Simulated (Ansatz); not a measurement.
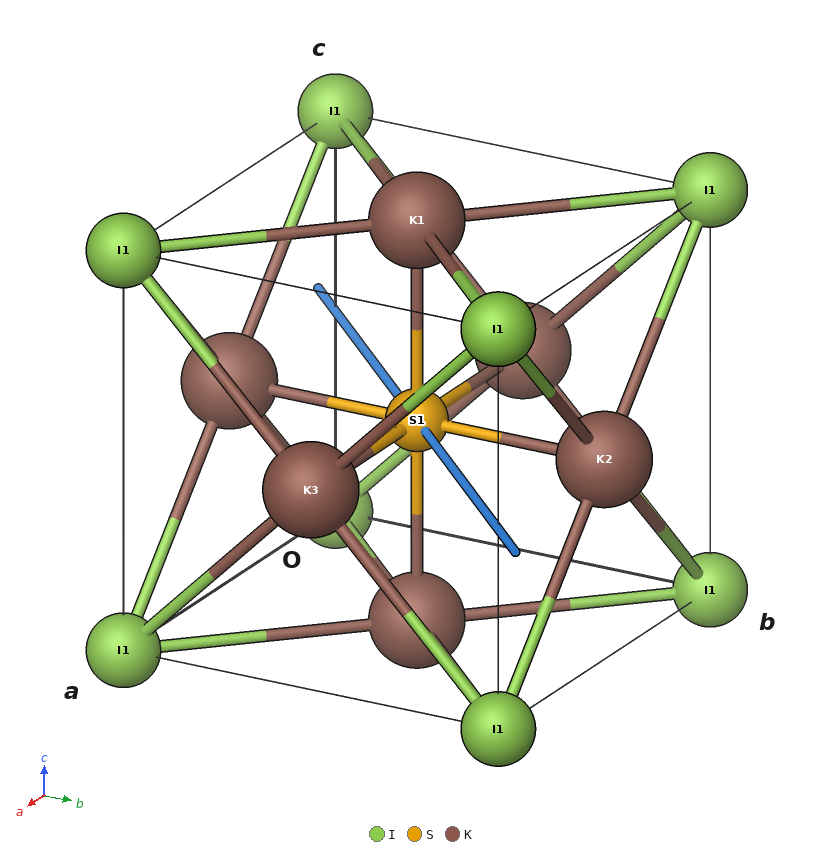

The coloured rod is the axis of a symmetry operation of the crystal. Crystal: K3SI, the geometry relaxed with DFT, r2SCAN+rVV10, plane waves, PAW (Ansatz 0.2.0); the starting structure was generated, so it need not be a known form of this composition. The drawing is computed from the coordinates (standard cell, symmetry found to 0.002 Å).

a = 5.934 Å, b = 5.934 Å, c = 5.934 Å, α = 90.00°, β = 90.00°, γ = 90.00°.

```
atom       x       y       z
  I1  0.0000  0.0000  0.0000
  S1  0.5000  0.5000  0.5000
  K1  0.5000  0.5000  0.0000
  K2  0.5000  0.0000  0.5000
  K3  0.0000  0.5000  0.5000
```

Take the operation x, y, z → y, x, −z+1.

> What kind of operation is it, and where does it lie?

It is a 2-fold rotation, about the line along [1 1 0] through (1/2, 1/2, 1/2).

> Onto which atom does it carry each atom (up to whole multiples of a, b and c)?

I1 → I1, S1 → S1, K1 → K1, K2 → K3, K3 → K2.

> What is the crystal's space group?

No. 221, Pm-3m.
